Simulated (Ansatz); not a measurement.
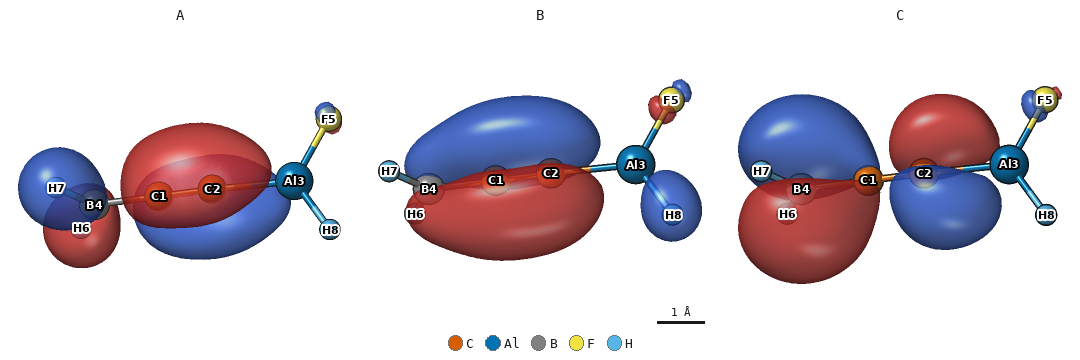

Figure. C2H3AlBF (SMILES BC#[C][AlH][F]). Three frontier orbitals at ±0.08 Å⁻³ᐟ² (red and blue are the two phases), in no order.

Geometry: r2SCAN-D4/def2-SVP.

The calculation used Ansatz, isolated molecule in a Gaussian basis; Kohn-Sham density functional theory, functional PBE0.

The calculation's input:

```
crystal:
  periodic: [false, false, false]
  atoms:
    - symbol: C
      position_ang: [-0.316336, 1.164366, 0.419828]
    - symbol: C
      position_ang: [0.831266, 0.698825, 0.479940]
    - symbol: Al
      position_ang: [2.570228, -0.070993, 0.568468]
    - symbol: B
      position_ang: [-1.704996, 1.734329, 0.347769]
    - symbol: F
      position_ang: [3.858468, 0.967635, 0.732417]
    - symbol: H
      position_ang: [-2.182273, 2.026193, -0.720708]
    - symbol: H
      position_ang: [-2.342303, 1.898595, 1.358459]
    - symbol: H
      position_ang: [2.834145, -1.615848, 0.494815]
basis:
  gaussian: {orbitals: def2-TZVPD}
hamiltonian: {xc: {name: PBE0}}
output: {forces: true, orbitals: {seedname: orbitals}}
```

Run with:

```sh
ansatz run input.yaml --threads 1 --pin off --max-ram 2610MiB --events-out events.jsonl --progress --plain --runs-dir runs
```

Which picture is the HOMO−1, the HOMO and the LUMO?

B is the HOMO−1 (−8.92 eV). Its weight (Hirshfeld) is mainly on C1 (about 45 %), C2 (about 35 %) and B4 (about 10 %); π-bonding across C1–C2. A is the HOMO (−8.24 eV). By Hirshfeld shares it lies mainly on C2 (about 40 %), C1 (about 30 %), B4 (about 10 %), H6 (about 5 %) and H7 (about 5 %); π-bonding across C2–C1. C is the LUMO (−2.77 eV). Its weight (Hirshfeld) is mainly on B4 (about 45 %), C2 (about 20 %) and C1 (about 15 %).

What is the HOMO–LUMO gap?

5.47 eV between the orbital energies.
